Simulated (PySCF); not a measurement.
**C2H6GeN2: NMR shifts at several levels of theory**

Aim: compute the NMR shifts of C2H6GeN2 (`[H]/N=[CH]\[GeH2][N]=C`) at several levels, and see how far they spread and what each costs.

Computed with PySCF 2.14.0, with density-fitted response routines of our own, on a single molecule in the gas phase. Atoms count from 0, in the outputs and in this text.

## 1. The starting structure

11 atoms, charge 0, multiplicity 1; geometry from: GFN2-xTB.

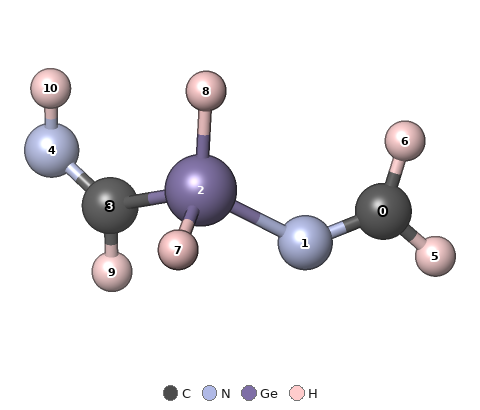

As it starts; carbon dark grey, nitrogen light blue, germanium purple, hydrogen pink, atoms numbered.

## 2. Optimising the geometry at PBE0-D3(BJ)/def2-SVP

What the job is given:

```
{"job": {"xc": "PBE0", "basis": "def2-SVP", "d3": "d3bj", "grid": 1, "kind": "geom"}, "charge": 0, "multiplicity": 1}
C      2.274845    -0.325147     0.635516
N      1.235965     0.372004     0.647598
Ge    -0.103067     0.600154    -0.567208
C     -1.744899    -0.014434     0.367561
N     -2.697527    -0.688557    -0.080912
H      2.925320    -0.319888     1.508182
H      2.604564    -0.956544    -0.194947
H     -0.107560     2.089498    -0.764181
H      0.053689    -0.072803    -1.929011
H     -1.821925     0.283191     1.412064
H     -2.613979    -0.964803    -1.060625
```

Output:

```text
step   0  E = -2265.38097532  max force = 0.022876
step   1  E = -2265.38509743  max force = 0.006346
step   2  E = -2265.38544016  max force = 0.004752
step   3  E = -2265.38558907  max force = 0.002876
step   4  E = -2265.38569020  max force = 0.000966
step   5  E = -2265.38571218  max force = 0.000737
step   6  E = -2265.38573684  max force = 0.000356
step   7  E = -2265.38574496  max force = 0.000236
optimisation converged
```

Run time: 42 s. Hardware: 1 thread, shared host.

Step by step:

```tsv
step	energy from step 0 (eV)	largest force component (eV/Å)
0	0.0000	1.1763
1	-0.1122	0.3263
2	-0.1215	0.2444
3	-0.1255	0.1479
4	-0.1283	0.0497
5	-0.1289	0.0379
6	-0.1296	0.0183
7	-0.1298	0.0121
```

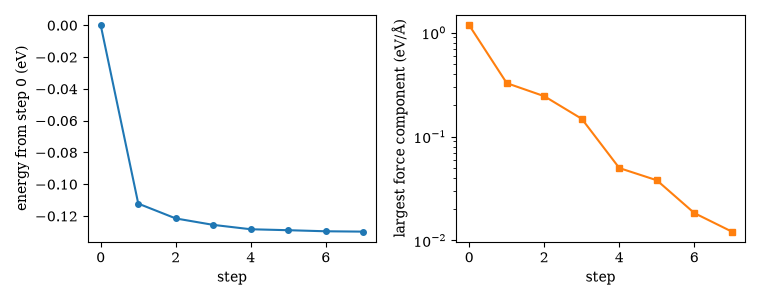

Energy and force, step by step.

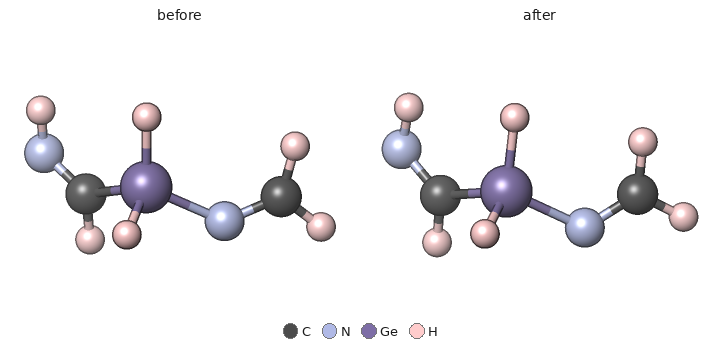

Before and after, at one scale.

Close pairs (by a distance rule), those that changed most:

```tsv
bond	before (Å)	after (Å)	change (Å)
N1–Ge2	1.822	1.858	+0.036
Ge2–H7	1.502	1.538	+0.035
Ge2–H8	1.527	1.552	+0.025
Ge2–C3	1.987	1.968	-0.019
C3–N4	1.250	1.269	+0.019
C0–H6	1.094	1.112	+0.018
C0–H5	1.088	1.107	+0.018
C3–H9	1.089	1.106	+0.017
```

The end geometry stands in the next job.

```tsv
at the end point	value
point group (found at 0.08 Å tolerance)	C1
rotational constants (GHz, main isotopes)	7.686, 1.895, 1.695
dipole moment (D)	2.43
```

## 3. Shielding tensors: PBE0/cc-pVTZ

What the job is given:

```
{"job": {"kind": "nmr", "xc": "PBE0", "basis": "cc-pVTZ", "pop": true}, "charge": 0, "multiplicity": 1}
C      2.213441    -0.263704     0.534746
N      1.230380     0.503574     0.732972
Ge    -0.091201     0.735398    -0.552001
C     -1.806134     0.181522     0.238296
N     -2.683846    -0.545657    -0.319434
H      2.981795    -0.389660     1.321049
H      2.393672    -0.849668    -0.393356
H     -0.103431     2.231057    -0.908862
H      0.158685    -0.138244    -1.810309
H     -2.025339     0.538421     1.261809
H     -2.388777    -0.831355    -1.261934
```

Level: GIAO PBE0/cc-pVTZ NMR shielding, non-relativistic, gas phase.

Output:

```text
coarse grid: 42848 points
cycle   1  E = -2265.8230270978  dE = -2.094e-01  |g| = 5.986e-01  |ddm| = 6.272e+00
cycle   2  E = -2265.7172058324  dE =  1.058e-01  |g| = 9.193e-01  |ddm| = 1.734e+00
cycle   3  E = -2265.8822476002  dE = -1.650e-01  |g| = 1.581e-01  |ddm| = 1.161e+00
cycle   4  E = -2265.8868164506  dE = -4.569e-03  |g| = 3.740e-02  |ddm| = 2.115e-01
cycle   5  E = -2265.8870796722  dE = -2.632e-04  |g| = 1.059e-02  |ddm| = 5.546e-02
cycle   6  E = -2265.8871001260  dE = -2.045e-05  |g| = 6.005e-03  |ddm| = 1.941e-02
cycle   7  E = -2265.8871077330  dE = -7.607e-06  |g| = 1.049e-03  |ddm| = 7.489e-03
final grid: 89672 points
cycle   8  E = -2265.8871097999  dE =  2.135e-07  |g| = 1.475e-03  |ddm| = 4.444e-03
cycle   9  E = -2265.8871087671  dE =  1.033e-06  |g| = 2.608e-03  |ddm| = 5.102e-03
cycle  10  E = -2265.8871102914  dE = -1.524e-06  |g| = 3.568e-04  |ddm| = 3.224e-03
cycle  11  E = -2265.8871103211  dE = -2.971e-08  |g| = 3.561e-05  |ddm| = 5.163e-04
cycle  12  E = -2265.8871103213  dE = -1.905e-10  |g| = 1.374e-05  |ddm| = 4.934e-05
converged SCF energy = -2265.8871103213

GIAO shielding tensors (ppm)
atom      isotropic    diamagn.    paramagn.     s11        s22        s33       span
  0 C       13.305     252.628    -239.323    -86.940      7.491    119.365    206.306
  1 N     -148.074     321.530    -469.605   -531.158   -180.374    267.308    798.467
  2 Ge    1480.252    2758.101   -1277.849   1298.558   1527.999   1614.199    315.641
  3 C       -2.467     247.611    -250.078   -122.298    -15.175    130.070    252.368
  4 N     -161.477     330.182    -491.659   -588.033   -126.904    230.506    818.538
  5 H       22.530      28.572      -6.042     21.612     22.366     23.613      2.001
  6 H       22.611      30.653      -8.042     20.274     21.351     26.209      5.935
  7 H       25.955      29.059      -3.104     21.044     21.466     35.356     14.312
  8 H       26.763      30.580      -3.818     22.156     22.425     35.706     13.550
  9 H       21.797      28.988      -7.192     16.751     21.742     26.898     10.147
 10 H       19.230      34.242     -15.012      5.697     24.058     27.936     22.239
```

Wall time 31 s (1 thread, shared host).

Shifts follow as δ = σ(reference) − σ, with reference shieldings (ppm) from runs at the same level and on the same kind of geometry: 1H TMS 31.29, 13C TMS 187.3, 15N NH3 266.8, 73Ge GeMe4 1415. The references are single molecules in the gas phase, so shifts against H2O, NH3, PH3, H3PO4 or CFCl3 are not on the usual liquid scales and can be off by tens of ppm. Atoms listed in one row are averaged.

```tsv
atoms	environment	σ (ppm)	δ (ppm)
C3	carbon bonded to Ge, N, H	-2.5	189.8
C0	carbon bonded to N, 2 H	13.3	174.0
H10	hydrogen on a nitrogen bonded to C	19.23	12.06
H9	hydrogen on a carbon bonded to Ge, N	21.80	9.49
H5	hydrogen on a carbon bonded to N	22.53	8.76
H6	hydrogen on a carbon bonded to N	22.61	8.68
H7, H8	hydrogen on a germanium bonded to C, N	26.36	4.93
N4	nitrogen bonded to C, H	-161.5	428.2
N1	nitrogen bonded to C, Ge	-148.1	414.8
Ge2	germanium bonded to C, N, 2 H	1480	-65
```

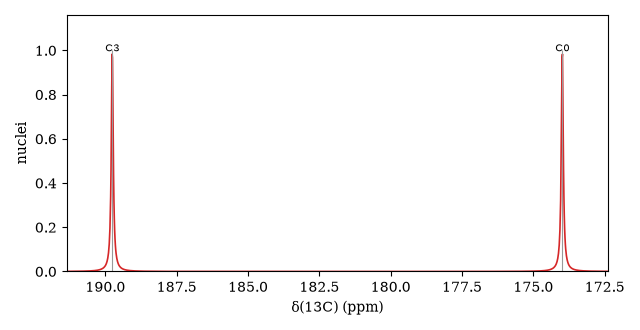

13C lines at the computed shifts, without couplings. Lines are broadened to a width of 0.08 ppm (Lorentzian).

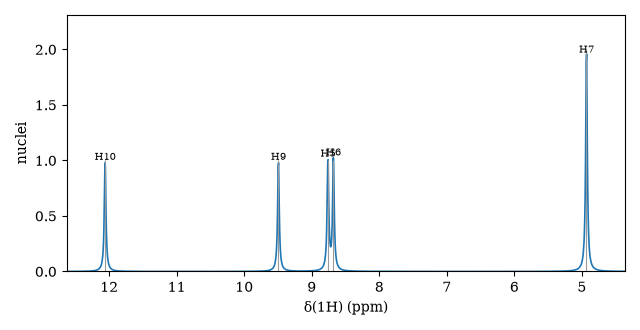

1H lines at the computed shifts, without couplings. Lines are broadened to a width of 0.03 ppm (Lorentzian).

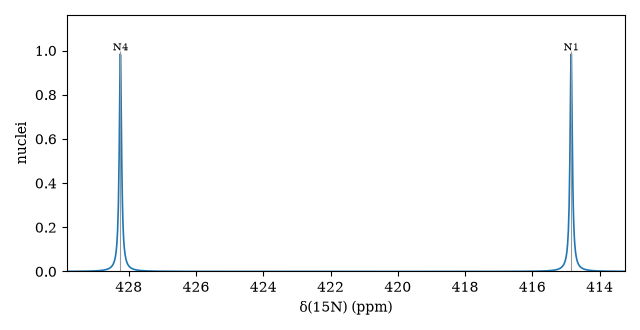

15N lines at the computed shifts, without couplings. Lines are broadened to a width of 0.08 ppm (Lorentzian).

The run also stored atomic charges by several schemes (e):

```tsv
atoms	Mulliken	IAO	Hirshfeld	ESP fit
C0	-0.05	-0.09	0.01	0.24
N1	-0.29	-0.48	-0.24	-0.51
Ge2	0.46	0.71	0.37	0.42
C3	-0.15	-0.19	-0.04	0.14
N4	-0.22	-0.39	-0.21	-0.60
```

Hirshfeld charges:

```tsv
atom	value (e)
C0	0.01
N1	-0.24
Ge2	0.37
C3	-0.04
N4	-0.21
H5	0.05
H6	0.04
H7	-0.06
H8	-0.08
H9	0.05
H10	0.10
```

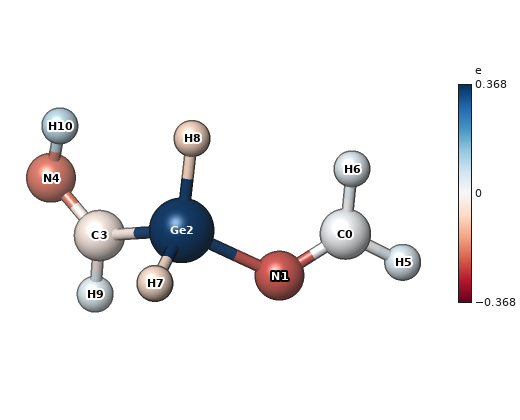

Hirshfeld charges, as colours on the atoms.

Mayer bond orders: C0–N1 1.97, N1–Ge2 1.06, Ge2–C3 0.98, C3–N4 2.06.

## 4. Shielding tensors: PBE0/aug-cc-pVDZ

Same as in step 3 but for these lines:

```diff
@@ -1,2 +1,2 @@
-{"job": {"kind": "nmr", "xc": "PBE0", "basis": "cc-pVTZ", "pop": true}, "charge": 0, "multiplicity": 1}
+{"job": {"kind": "nmr", "xc": "PBE0", "basis": "aug-cc-pVDZ", "pop": true}, "charge": 0, "multiplicity": 1}
 C      2.213441    -0.263704     0.534746
```

With the program's defaults for keys left out, this is: GIAO PBE0/aug-cc-pVDZ NMR shielding, non-relativistic, gas phase.

Output:

```text
coarse grid: 42848 points
cycle   1  E = -2265.7264097333  dE = -1.881e-01  |g| = 4.534e-01  |ddm| = 7.027e+00
cycle   2  E = -2265.6309056845  dE =  9.550e-02  |g| = 7.865e-01  |ddm| = 1.840e+00
cycle   3  E = -2265.7746865187  dE = -1.438e-01  |g| = 8.654e-02  |ddm| = 1.077e+00
cycle   4  E = -2265.7762170859  dE = -1.531e-03  |g| = 3.116e-02  |ddm| = 2.171e-01
cycle   5  E = -2265.7764423960  dE = -2.253e-04  |g| = 1.039e-02  |ddm| = 6.785e-02
cycle   6  E = -2265.7764615898  dE = -1.919e-05  |g| = 4.995e-03  |ddm| = 1.784e-02
cycle   7  E = -2265.7764674002  dE = -5.810e-06  |g| = 7.267e-04  |ddm| = 7.394e-03
final grid: 89672 points
cycle   8  E = -2265.7764678883  dE =  8.207e-08  |g| = 9.989e-04  |ddm| = 6.098e-03
cycle   9  E = -2265.7764673462  dE =  5.421e-07  |g| = 1.825e-03  |ddm| = 4.161e-03
cycle  10  E = -2265.7764681322  dE = -7.860e-07  |g| = 2.115e-04  |ddm| = 2.435e-03
cycle  11  E = -2265.7764681431  dE = -1.089e-08  |g| = 2.919e-05  |ddm| = 3.746e-04
cycle  12  E = -2265.7764681433  dE = -2.001e-10  |g| = 1.033e-05  |ddm| = 5.996e-05
converged SCF energy = -2265.7764681433

GIAO shielding tensors (ppm)
atom      isotropic    diamagn.    paramagn.     s11        s22        s33       span
  0 C       27.227     237.244    -210.017    -68.229     18.912    130.998    199.227
  1 N     -121.936     291.511    -413.447   -478.345   -151.810    264.348    742.693
  2 Ge    1595.970    2759.462   -1163.492   1420.538   1642.093   1725.279    304.741
  3 C       10.059     244.844    -234.785   -104.817     -4.295    139.288    244.106
  4 N     -127.329     298.374    -425.703   -515.926    -98.511    232.449    748.375
  5 H       22.388      32.607     -10.219     21.650     22.223     23.291      1.641
  6 H       22.507      34.310     -11.804     20.175     21.335     26.011      5.835
  7 H       25.782      26.045      -0.263     20.803     21.241     35.303     14.500
  8 H       26.646      30.390      -3.743     21.953     22.285     35.700     13.747
  9 H       21.697      31.194      -9.497     16.761     21.697     26.632      9.870
 10 H       19.550      30.605     -11.055      6.704     24.236     27.710     21.006
```

Run time: 20 s. Hardware: 1 thread, shared host.

This run: δ C3 185.1, C0 167.9, N4 397.2, N1 391.8, H10 11.84, H9 9.70 ppm.

## 5. Nuclear shieldings: PBE0/pcSseg-0

Same as in step 4 but for these lines:

```diff
@@ -1,2 +1,2 @@
-{"job": {"kind": "nmr", "xc": "PBE0", "basis": "aug-cc-pVDZ", "pop": true}, "charge": 0, "multiplicity": 1}
+{"job": {"kind": "nmr", "xc": "PBE0", "basis": "pcSseg-0", "pop": true}, "charge": 0, "multiplicity": 1}
 C      2.213441    -0.263704     0.534746
```

Level: GIAO PBE0/pcSseg-0 NMR shielding, non-relativistic, gas phase.

Output:

```text
coarse grid: 42848 points
cycle   1  E = -2262.8953799527  dE = -6.882e-01  |g| = 4.182e-01  |ddm| = 3.448e+00
cycle   2  E = -2262.8097150313  dE =  8.566e-02  |g| = 7.505e-01  |ddm| = 1.313e+00
cycle   3  E = -2262.9392456536  dE = -1.295e-01  |g| = 6.204e-02  |ddm| = 8.093e-01
cycle   4  E = -2262.9399608131  dE = -7.152e-04  |g| = 3.001e-02  |ddm| = 1.074e-01
cycle   5  E = -2262.9401524531  dE = -1.916e-04  |g| = 1.227e-02  |ddm| = 3.904e-02
cycle   6  E = -2262.9401836120  dE = -3.116e-05  |g| = 3.341e-03  |ddm| = 1.336e-02
cycle   7  E = -2262.9401862925  dE = -2.681e-06  |g| = 5.531e-04  |ddm| = 4.304e-03
final grid: 89672 points
cycle   8  E = -2262.9401680029  dE =  2.682e-08  |g| = 6.936e-04  |ddm| = 1.504e-03
cycle   9  E = -2262.9401677572  dE =  2.458e-07  |g| = 1.248e-03  |ddm| = 1.712e-03
cycle  10  E = -2262.9401681215  dE = -3.643e-07  |g| = 1.391e-04  |ddm| = 1.086e-03
cycle  11  E = -2262.9401681260  dE = -4.503e-09  |g| = 1.994e-05  |ddm| = 1.692e-04
cycle  12  E = -2262.9401681260  dE = -8.640e-11  |g| = 8.966e-06  |ddm| = 3.019e-05
converged SCF energy = -2262.9401681260

GIAO shielding tensors (ppm)
atom      isotropic    diamagn.    paramagn.     s11        s22        s33       span
  0 C        8.824     253.056    -244.231    -95.377     -1.148    122.997    218.374
  1 N     -180.143     331.284    -511.427   -645.704   -174.244    279.517    925.221
  2 Ge    1599.232    2745.855   -1146.622   1381.239   1659.140   1757.318    376.079
  3 C       -0.240     260.540    -260.780   -123.799    -14.139    137.218    261.018
  4 N     -230.755     321.348    -552.104   -770.966   -147.064    225.764    996.730
  5 H       23.343      27.250      -3.907     22.860     23.030     24.139      1.279
  6 H       23.689      28.958      -5.269     21.304     24.012     25.752      4.448
  7 H       26.457      28.702      -2.245     20.752     21.878     36.743     15.991
  8 H       27.421      29.673      -2.252     22.492     23.289     36.484     13.992
  9 H       22.850      29.479      -6.629     17.799     22.647     28.105     10.306
 10 H       19.314      32.382     -13.069      4.745     26.108     27.088     22.343
```

It took 5.7 s on 1 thread, shared host.

Key values: δ C3 193.8, C0 184.7, N4 496.8, N1 446.2, H10 13.52, H9 9.98 ppm.

## 6. Run by run: NMR shifts

Shifts (ppm) of some atoms, chosen among heavy atoms and hydrogens apart, means over like atoms, with basis size and wall time:

```tsv
run	C3	C0	H10	H7	N4	N1	Ge2	functions	time
PBE0/cc-pVTZ	189.8	174.0	12.06	4.93	428.2	414.8	-65	247	31 s
PBE0/aug-cc-pVDZ	185.1	167.9	11.84	5.18	397.2	391.8	-82	182	20 s
PBE0/pcSseg-0	193.8	184.7	13.52	5.89	496.8	446.2	-51	73	5.7 s
```

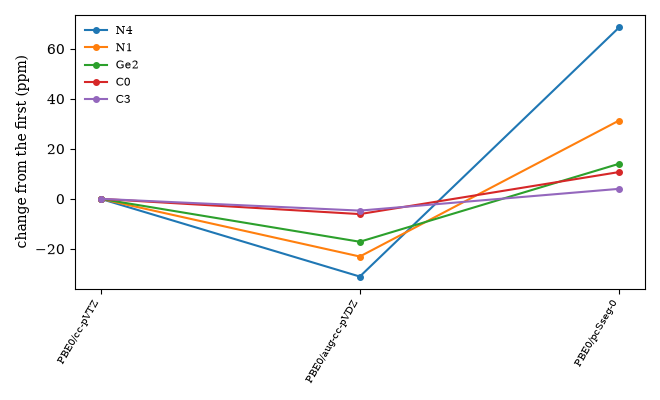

How five of the tabulated atoms move from run to run.

## 7. What came out

| quantity | value |
| --- | --- |
| point group | C1 |
| rotational constants (main isotopes) | 7.69, 1.90, 1.70 GHz |
| 13C shifts against TMS (PBE0/cc-pVTZ) | 189.8, 174.0 ppm |
| 1H shifts against TMS (PBE0/cc-pVTZ, means over atoms taken as alike) | 12.06, 9.49, 8.76, 8.68, 4.93 ppm |
| 15N shifts against NH3 (PBE0/cc-pVTZ) | 428.2, 414.8 ppm |
| 73Ge shifts against GeMe4 (PBE0/cc-pVTZ) | -65 ppm |
| range of the shift of N4 | 397.2 to 496.8 ppm |

**Reading.** Single values in the summary come from the first run of each kind that ended normally (PBE0/cc-pVTZ), which need not be the best level. The optimisation took 7 steps and gained 0.130 eV; among the close pairs (by a distance rule), N1–Ge2 changed most, from 1.822 to 1.858 Å. No frequency check was run at this level, so the end point may be a saddle. In ppm, N4 moves most: its shift spreads over 99.6 ppm, from 397.2 (PBE0/aug-cc-pVDZ) to 496.8 (PBE0/pcSseg-0). Spin-orbit coupling is left out, which matters for shieldings and couplings at and beside the heavy atoms.
